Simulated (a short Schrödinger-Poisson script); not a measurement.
System: gated In0.52Al0.48As/In0.53Ga0.47As modulation-doped gas in a quantum well, at 20 K.

```tsv
layer	material	thickness (nm)	Nd (cm⁻³)	Na (cm⁻³)
1	In0.52Al0.48As	8	-	-
2	In0.52Al0.48As	40	2.2e18	-
3	In0.52Al0.48As	5	-	-
4	In0.53Ga0.47As	10	-	-
5	In0.52Al0.48As	4000	-	1e14
```

Constants are typed, rounded textbook-type inputs, not results; the design itself was drawn at random and stands for no fabricated device. In0.52Al0.48As: permittivity 12.5, conduction-band edge (eV) 0.52, gap (eV) 1.45, electron mass (mₑ) 0.075, Nv at 300 K (cm⁻³) 1.1e19. In0.53Ga0.47As: permittivity 13.9, conduction-band edge (eV) 0, gap (eV) 0.74, Nv at 300 K (cm⁻³) 7.7e18.

Channel valleys (confinement mass, in-plane density-of-states mass, number): Γ 0.041, 0.041, 1. At the gate the conduction-band edge of layer 1 lies 0.55 eV − eVg above the Fermi level of the channel; the field vanishes at the back. Donor level 0.006 eV below the band edge. The barrier under the gate holds no holes. Gaps are held at their typed values at every temperature. Mesh 0.08 nm at interfaces.

Solved with a short Schrödinger-Poisson script written for these runs: 1D Poisson equation in equilibrium, electrons quantum, Hartree (BenDaniel-Duke, 40 states a valley, the channel's in-plane mass for all, wave functions free to enter the barrier), parabolic valleys, classical holes, donors ionised by Fermi statistics, acceptors fully, no traps, pinning or gate leakage.

Only gate voltages with over 1e8 electrons/cm² are shown.

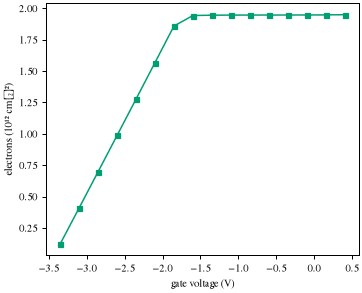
*Sheet density against gate voltage*

| Vg (V) | electrons (cm⁻²) | in the channel layer | C (μF/cm²) | Γ E0 (meV) | Γ E1 (meV) |
|---|---|---|---|---|---|
| 0.4 | 1.95e12 | 1.88e12 | 0.894 | -113.7 | 4.2 |
| 0.15 | 1.95e12 | 1.88e12 | 0.628 | -113.7 | 6.1 |
| -0.1 | 1.95e12 | 1.88e12 | 0.512 | -113.7 | 8.1 |
| -0.35 | 1.95e12 | 1.88e12 | 0.443 | -113.7 | 10.3 |
| -0.6 | 1.95e12 | 1.88e12 | 0.396 | -113.7 | 13.0 |
| -0.85 | 1.95e12 | 1.88e12 | 0.361 | -113.7 | 16.1 |
| -1.1 | 1.95e12 | 1.88e12 | 0.334 | -113.6 | 20.1 |
| -1.35 | 1.95e12 | 1.88e12 | 0.312 | -113.6 | 25.0 |
| -1.6 | 1.94e12 | 1.88e12 | 0.293 | -113.5 | 31.6 |
| -1.85 | 1.86e12 | 1.80e12 | 0.187 | -108.5 | 37.3 |
| -2.1 | 1.57e12 | 1.52e12 | 0.187 | -91.5 | 54.6 |
| -2.35 | 1.28e12 | 1.24e12 | 0.186 | -74.6 | 71.9 |
| -2.6 | 9.87e11 | 9.61e11 | 0.186 | -57.6 | 89.4 |
| -2.85 | 6.98e11 | 6.80e11 | 0.185 | -40.8 | 107.0 |
| -3.1 | 4.10e11 | 4.00e11 | 0.185 | -23.9 | 124.9 |
| -3.35 | 1.23e11 | 1.20e11 | 0.184 | -7.1 | 142.9 |

Subbands count from the Fermi level.
